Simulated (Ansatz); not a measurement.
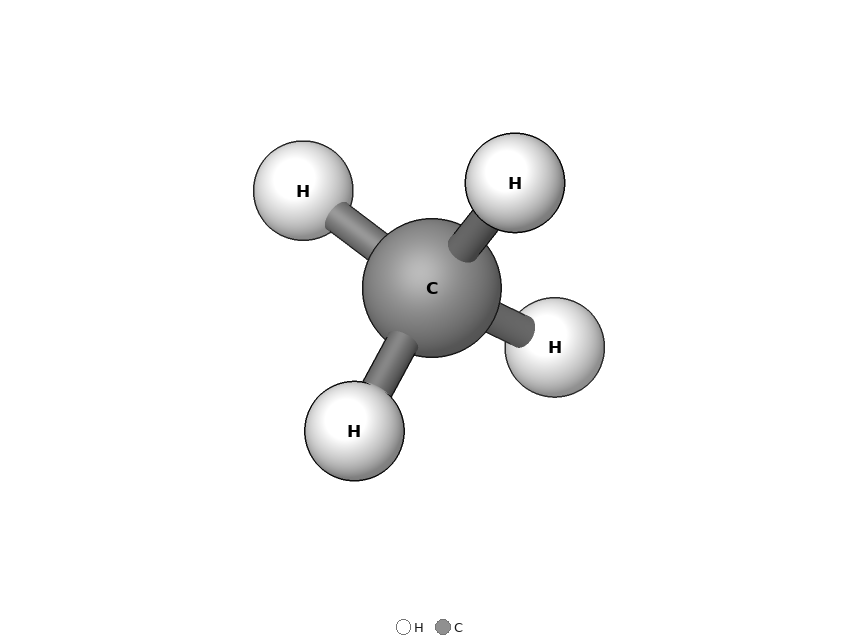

Rendered structure (ball-and-stick style). Every bond is drawn as one stick, whatever its order.

> Which formula does it have?

CH₄, 5 atoms: 1 carbon and 4 hydrogen.

> How many sets of symmetry-equivalent atoms are there?

2: 4 H, 1 C.

> How many bonds of each kind are drawn?

4 C–H. Sticks follow a distance rule.

> What is the point group of this geometry?

Td.

More results for the same structure follow; atom numbers are the same in all pictures, views and colours differ. Computed geometry: PBE0-D4/def2-TZVP optimisation.

**Shape**

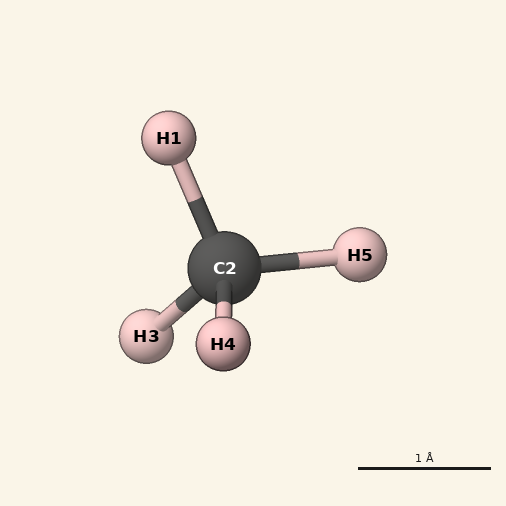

> Describe the coordination of atom 2.

C2 has 4 neighbours (H1 at 1.09, H3 at 1.09, H4 at 1.09, H5 at 1.09 Å); the arrangement is tetrahedral.

**Thermal motion**

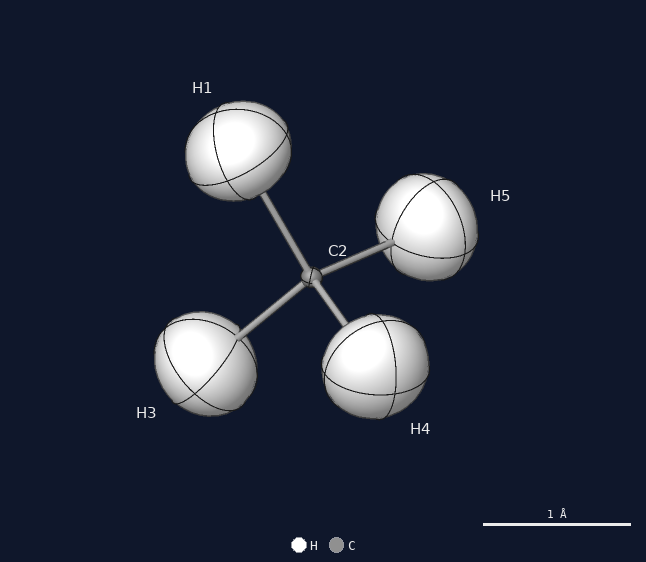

Displacement ellipsoids at the 50 % level, enlarged 3 times, from the internal vibrations of the free molecule (harmonic, no overall translation or rotation; no half-axis is drawn under 0.075 Å). Vibrations computed with RKS PBE0-D4/def2-TZVP (Ansatz 0.2.0). Temperature: 100 K.

> Which atom moves most?

H1, H3, H4, H5, with U_eq = 0.0061 Å².

List U_eq and the three principal root-mean-square amplitudes for each kind of atom.

| atom | U_eq (Å²) | rms amplitudes (Å) |
| --- | --- | --- |
| H1, H3, H4, H5 | 0.0061 | 0.071, 0.081, 0.081 |
| C2 | 0.00021 | 0.014, 0.014, 0.014 |

**Vibrations**

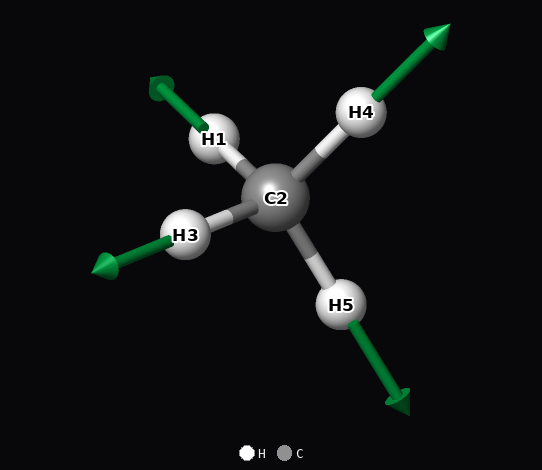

The arrows show one normal mode. Harmonic vibrations computed with RKS PBE0-D4/def2-TZVP (Ansatz 0.2.0) at a stationary point of the same level.

> What kind of motion is it?

Mostly in-phase stretching of 4 C–H bonds.

> At what wavenumber does it lie?

3047 cm⁻¹; it is mode 6 of 9 counted from the lowest.

**Electronic properties**

Method: RKS PBE0-D4/def2-TZVPP (Ansatz 0.2.0).

Computed properties:

- HOMO energy (Kohn–Sham orbital): −10.98 eV
- LUMO energy (Kohn–Sham orbital): 1.70 eV
- HOMO–LUMO gap: 12.68 eV
